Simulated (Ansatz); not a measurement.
Ligand exchange: C2H4FI + SiH3I → C2H3FI2 + SiH4

Species: C2H4FI (1-fluoro-2-iodoethane) `FCCI`, singlet; SiH3I `[SiH3]I`, singlet; C2H3FI2 `FC(I)CI`, singlet; SiH4 `[SiH4]`, singlet. The partners trade H for I: C–H and Si–I bonds give way to C–I and Si–H.

Shapes, held fixed at every level: PBE0-D4/def2-TZVP. Flexible molecules stand in one conformer, not always the lowest. Programs: Ansatz 0.2.0. The zero-point and thermal change to 298 K, harmonic and unscaled (PBE0-D4/def2-TZVP), is -10.6 kJ/mol.

```json
{"level": "HF/def2-SVP", "kind": "Hartree–Fock", "ΔH(298 K) (kJ/mol)": "+142.0", "less CCSD(T)/def2-TZVPP": "+29.2", "CPU time (sum over the molecules)": "–"}
{"level": "B3LYP-D4/def2-TZVPP", "kind": "global hybrid", "ΔH(298 K) (kJ/mol)": "+109.5", "less CCSD(T)/def2-TZVPP": "-3.3", "CPU time (sum over the molecules)": "35 s"}
{"level": "r2SCAN0-D4/def2-TZVPP", "kind": "global hybrid", "ΔH(298 K) (kJ/mol)": "+122.2", "less CCSD(T)/def2-TZVPP": "+9.4", "CPU time (sum over the molecules)": "38 s"}
{"level": "wB97M-V/def2-TZVPP", "kind": "range-separated hybrid", "ΔH(298 K) (kJ/mol)": "+118.6", "less CCSD(T)/def2-TZVPP": "+5.8", "CPU time (sum over the molecules)": "87 s"}
{"level": "CCSD(T)/def2-SVP", "kind": "coupled cluster or CI", "ΔH(298 K) (kJ/mol)": "+112.5", "less CCSD(T)/def2-TZVPP": "-0.3", "CPU time (sum over the molecules)": "70 s"}
{"level": "CCSD/def2-SVP", "kind": "coupled cluster or CI", "ΔH(298 K) (kJ/mol)": "+117.9", "less CCSD(T)/def2-TZVPP": "+5.1", "CPU time (sum over the molecules)": "–"}
{"level": "CCSD(T)/def2-TZVPP", "kind": "coupled cluster or CI", "ΔH(298 K) (kJ/mol)": "+112.8", "less CCSD(T)/def2-TZVPP": "0.0", "CPU time (sum over the molecules)": "29 min"}
```

The highest level, CCSD(T)/def2-TZVPP, gives ΔH(298 K) = +112.8 kJ/mol; the levels span +109.5 to +142.0. The column of differences is taken from that level and isn't an error. No measured value is set beside it here. For atoms past krypton def2 sets carry core potentials with scalar relativity. Outer-core shells of I are correlated, in sets that cover them unevenly. Times are processor times on shared x86 and Arm servers, and rough.

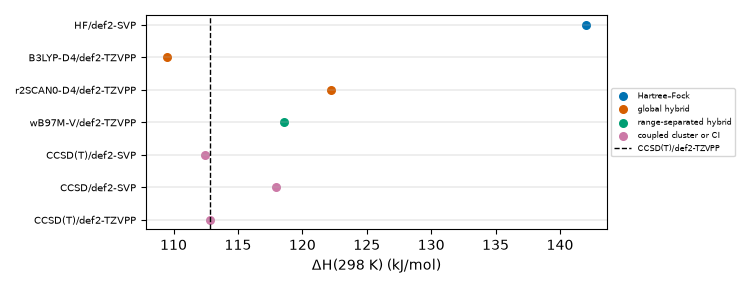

The values of the table, level by level.
